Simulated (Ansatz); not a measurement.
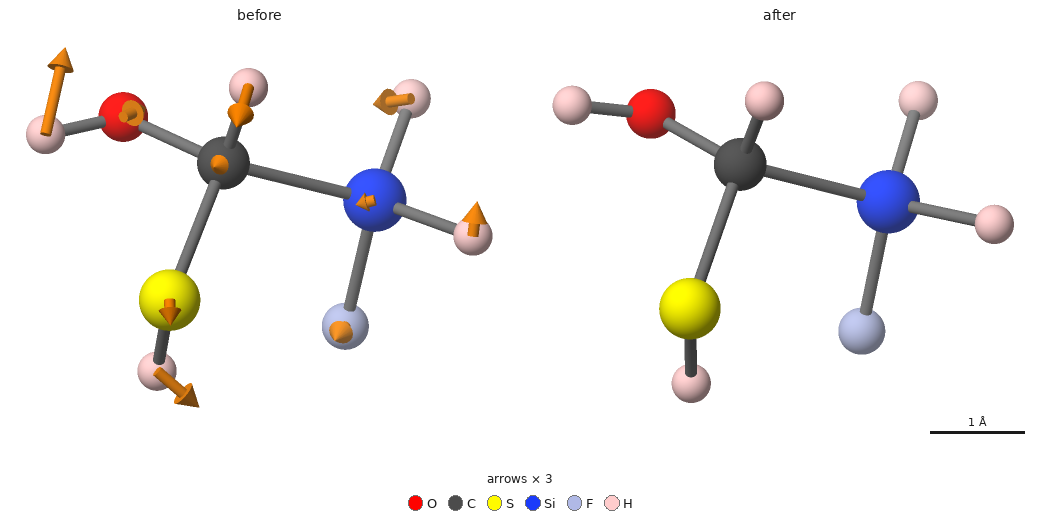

The structure of CH5FOSSi (coarse preliminary run) before (left) and after (right) a relaxation, at one scale. The orange arrows give the displacements, magnified 3 times.

Style: ball-and-stick. Shown at a tilt.

The start comes from a force field.

Theory: RKS PBE-D4/def2-SVP (Ansatz). (force threshold 0.03 eV/Å; at most 200 steps)

> What changed between the two?

The atom that moves furthest after the best rigid fit is an H atom (0.33 Å). By element the largest moves are H 0.33 Å, O 0.14 Å, F 0.12 Å, S 0.10 Å, C 0.08 Å, Si 0.07 Å. Among the contacts that change: H–S 1.279 → 1.365 Å, H–Si 1.445 → 1.500 Å, F–Si 1.682 → 1.645 Å, C–O 1.370 → 1.403 Å. Bond angles that change, for instance: O–C–Si 119.8° → 108.8°, O–C–H 105.4° → 113.6°, O–C–S 107.5° → 114.9°. The energy falls by 44.4 kJ/mol in 7 geometry steps. Largest force component: 2.5 eV/Å at the start, 0.0047 eV/Å at the end.
